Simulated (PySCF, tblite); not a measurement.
# C4H4B2ClF: geometry, infrared bands and NMR shifts

Aim: predict the infrared bands and NMR shifts of C4H4B2ClF (`FC1=C(Cl)BC=CB1`).

Computed with tblite 0.8.0 and PySCF 2.14.0, with density-fitted response routines of our own, on a single molecule in the gas phase. Atoms are numbered from 0 throughout.

## 1. The molecule as given

12 atoms, charge 0, multiplicity 1; geometry from: force field or distance geometry start.

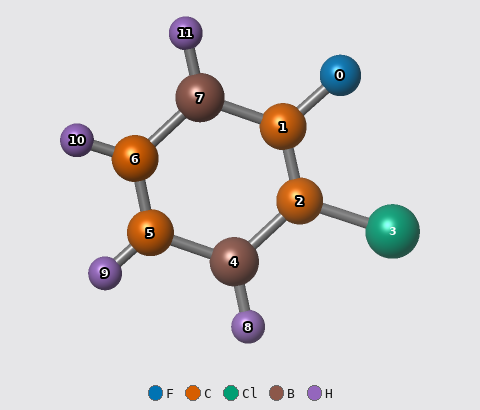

The starting geometry (fluorine blue, carbon orange, chlorine teal, boron brown, hydrogen purple), atoms numbered; sticks join atoms by distance.

## 2. Optimising the geometry with GFN2-xTB

Job settings and geometry (Å):

```
{"job": {"kind": "relax", "xc": "GFN2-xTB", "basis": "xTB"}, "charge": 0, "multiplicity": 1}
F      2.426900     1.443100     0.012500
C      1.259700     0.731800    -0.003500
C      1.312500    -0.624500     0.015200
Cl     2.843500    -1.459200     0.019900
B     -0.027700    -1.476400     0.011200
C     -1.404100    -0.696000    -0.013700
C     -1.436400     0.651700    -0.020400
B     -0.104600     1.508900    -0.004300
H      0.007500    -2.658800     0.009800
H     -2.329300    -1.262000    -0.012400
H     -2.396600     1.159000    -0.028600
H     -0.150100     2.681600    -0.011800
```

Launch:

```
$ OMP_NUM_THREADS=1 python probes_run.py task.json out
```

The driver reads the jobs from task.json and runs them one after another.

**Question.** This job is followed by: GFN2-xTB harmonic vibrations, gas phase; GIAO PBE0/pcSseg-1 NMR shielding, non-relativistic, gas phase. Predict these results of the whole session: strongest single infrared mode (GFN2-xTB); zero-point energy (GFN2-xTB); 13C shifts against TMS (PBE0/pcSseg-1); 1H shifts against TMS (PBE0/pcSseg-1); 19F shifts against CFCl3 (PBE0/pcSseg-1); 35Cl shifts against HCl (PBE0/pcSseg-1); 11B shifts against BF3·OEt2 (PBE0/pcSseg-1).

**Answer**, as computed:

| quantity | value |
| --- | --- |
| strongest single infrared mode (GFN2-xTB) | 1537 cm⁻¹, 297 km/mol |
| zero-point energy (GFN2-xTB) | 44.2 kcal/mol |
| 13C shifts against TMS (PBE0/pcSseg-1) | 192.5, 165.1, 163.5, 153.2 ppm |
| 1H shifts against TMS (PBE0/pcSseg-1) | 7.57, 7.43, 6.18, 6.17 ppm |
| 19F shifts against CFCl3 (PBE0/pcSseg-1) | -66.8 ppm |
| 35Cl shifts against HCl (PBE0/pcSseg-1) | 259 ppm |
| 11B shifts against BF3·OEt2 (PBE0/pcSseg-1) | 61.8, 57.2 ppm |

The optimisation took 14 steps and gained 0.056 eV; among the close pairs (by a distance rule), C2–B4 changed most, from 1.588 to 1.557 Å. The lowest mode is slightly imaginary (9i cm⁻¹), a soft motion within the noise of the Hessian, so the minimum is not strictly shown. The strongest single mode, at 1537 cm⁻¹, moves mainly C1 and C2. Unscaled tight-binding wavenumbers are off by several per cent, some by more. Its intensities can rank the bands wrongly. At PBE0/pcSseg-1: The largest span, 323 ppm, is at Cl3, where the paramagnetic term is -455 ppm. NICS(1)zz of 21 ppm above the planar ring from C1 marks a paratropic (antiaromatic) ring current.
